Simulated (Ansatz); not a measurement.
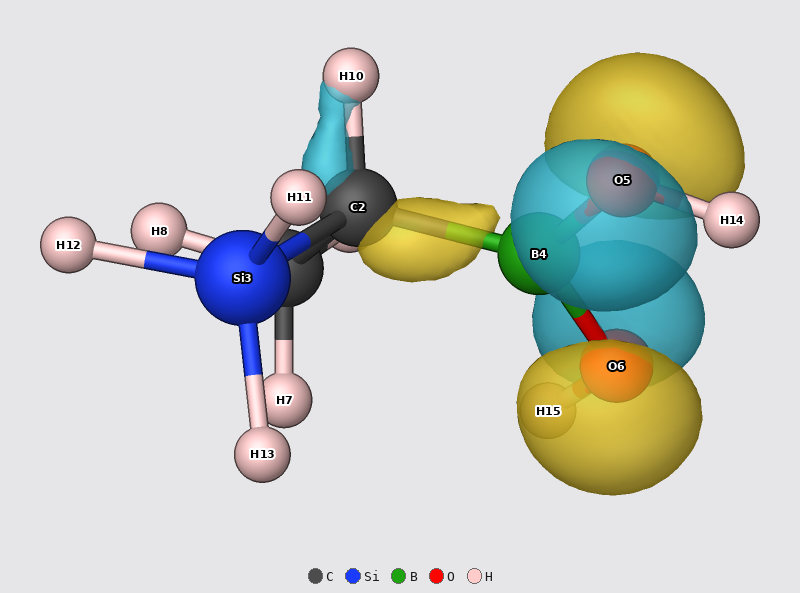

Figure 1: C$_{2}$H$_{9}$BO$_{2}$Si. The HOMO−1 at ±0.15 Å⁻³ᐟ² (yellow and cyan are the two phases), seen from one side.

Computed with RKS revPBE-D4/def2-SVP (Ansatz 0.2.0).

```yaml
atoms:
  - { symbol: C, position_ang: [-0.7975, -0.8367, -1.1909] }
  - { symbol: C, position_ang: [-0.0987, -0.5320, 0.1509] }
  - { symbol: Si, position_ang: [1.7905, -0.3503, -0.0593] }
  - { symbol: B, position_ang: [-0.6392, 0.7600, 0.9010] }
  - { symbol: O, position_ang: [-0.2636, 0.9694, 2.2084] }
  - { symbol: O, position_ang: [-1.4562, 1.7042, 0.3054] }
  - { symbol: H, position_ang: [-0.6445, -0.0180, -1.9289] }
  - { symbol: H, position_ang: [-0.4107, -1.7595, -1.6703] }
  - { symbol: H, position_ang: [-1.8937, -0.9710, -1.0650] }
  - { symbol: H, position_ang: [-0.2150, -1.3886, 0.8526] }
  - { symbol: H, position_ang: [2.4880, -0.2796, 1.2699] }
  - { symbol: H, position_ang: [2.3414, -1.5201, -0.8387] }
  - { symbol: H, position_ang: [2.0990, 0.9039, -0.8399] }
  - { symbol: H, position_ang: [-0.6515, 1.7972, 2.5482] }
  - { symbol: H, position_ang: [-1.6701, 1.4705, -0.6143] }
```

> Where does this orbital lie, and at what energy?

Its weight (Hirshfeld) is mainly on O5 (about 45 %), O6 (about 35 %) and B4 (about 10 %); largely a combination of lone pairs on O5 and O6. Its energy is −7.20 eV.
